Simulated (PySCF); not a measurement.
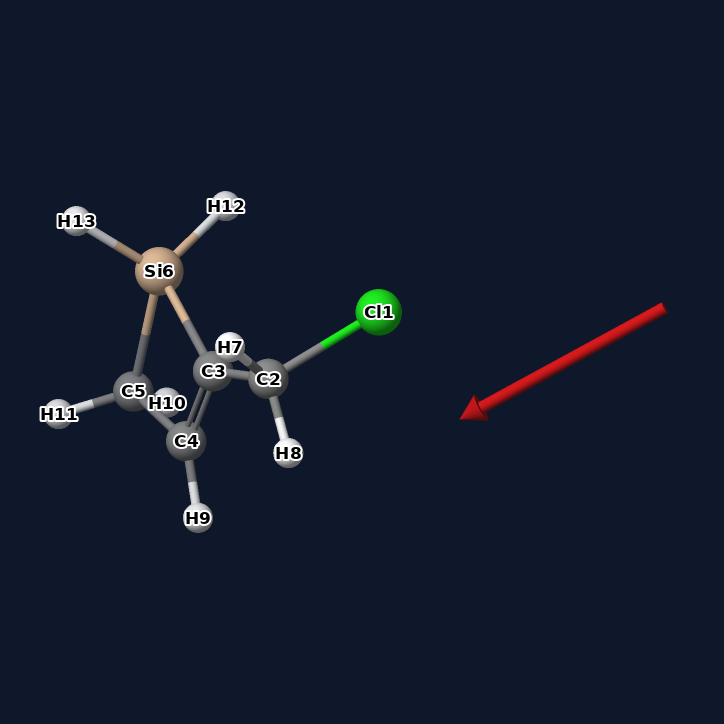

The arrow beside the molecule shows the direction of the dipole moment, from the negative to the positive end (its length means nothing). The geometry was computed by an optimisation with GFN2-xTB. No frequency run is at hand to confirm it as a minimum. Method: CAM-B3LYP/def2-SVPD, gas phase (PySCF 2.14.0).

**Estimate the dipole moment.**

2.17 D; it points from the side of Cl1 to the side of H11 (the outermost atoms at the two ends).

The geometry is semi-empirical. Around Si such bond lengths and angles can be off by a tenth of an ångström or more and by several degrees, and values that hang on the shape move with them.
